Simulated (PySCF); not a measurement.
```xyz
7
charge 0, multiplicity 1
Ge   -0.5434   -0.3080   -0.0342
F     0.6180    1.5315    0.5655
H    -0.7515   -1.7078   -0.6266
H    -0.7671   -0.3667    1.4381
H    -1.2168    0.6926   -0.9086
H     1.3927    0.5369   -0.0222
H     1.2682   -0.3785   -0.4120
```

Geometry: start.

Work out the structure from the coordinates.

The species is FGeH5. Judged by distances it falls into 3 fragments: GeH4, F, H.

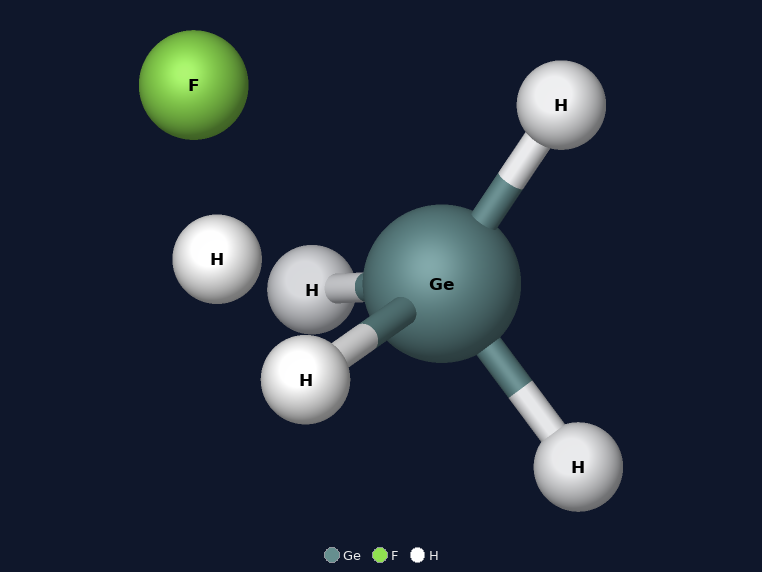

The picture comes from a calculation with PySCF.
